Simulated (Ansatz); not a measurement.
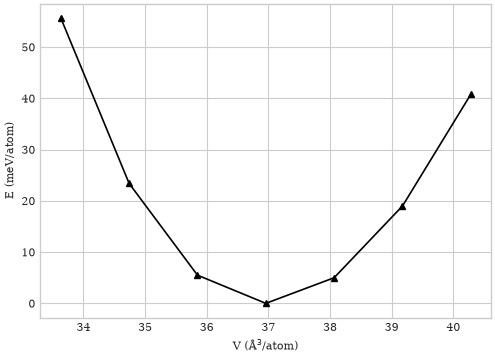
Figure. LaBi (rock salt, space group No. 225) under volume change, DFT-r²SCAN in the program Ansatz with PAW potentials, scaled uniformly.

Question: What does a third-order Birch–Murnaghan fit give for V₀, B₀ and B′?

Answer: V₀ = 36.96 Å³/atom, B₀ = 50.6 GPa, B′ = 4.2.

Space group Fm-3m (rock salt). The workflow started from an entry of the Crystallography Open Database (COD). Whether it is the stable phase at ambient conditions was not checked. The cell was relaxed with r²SCAN under the symmetry of its start; its stability against distortions is not shown here. Spin–orbit coupling is left out wherever it is not named.

Potentials: the later of the program's two PAW sets.
